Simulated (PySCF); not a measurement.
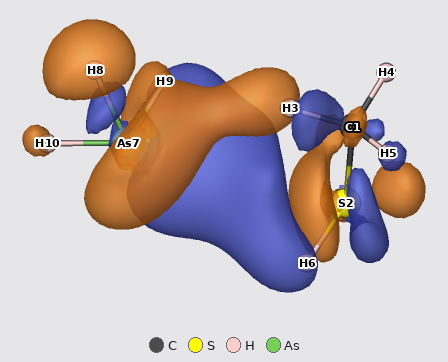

Figure. CH7AsS, SMILES `CS.[AsH3]`. Density of the complex less the densities of the two fragments at the same geometry, ±0.0015 e/Å³ (orange: gain, blue: loss). Fragment A: H4CS (atoms 1–6); fragment B: AsH3.

Level of theory: B3LYP/def2-SVPD (PySCF), at a geometry from GFN2-xTB. GFN2-xTB bond lengths at metals and heavier atoms can be off by up to 0.1 Å and shapes distorted, which carries into these values.

Q: How is the density rearranged on binding?

A: Hirshfeld charges show 0.006 e passing from A to B. By Hirshfeld charges, electrons gather most on H8 (−0.008 e) and leave H6 most (+0.005 e); 0.05 e is displaced in all, which induces a dipole of 0.29 D.

Q: What is the interaction energy, and which contacts carry it?

A: The counterpoise-corrected interaction energy of the frozen fragments is +2.0 kcal/mol without dispersion correction and −0.9 kcal/mol with D3(BJ). The pair geometry is semi-empirical, not a minimum at this level. Contacts: S2···As7, 3.61 Å, ρ = 0.009 a.u.; H3···As7, weak C–H hydrogen bond, 2.93 Å, ρ = 0.007 a.u. The pose is a local one from a semi-empirical search, not shown to be the most stable.
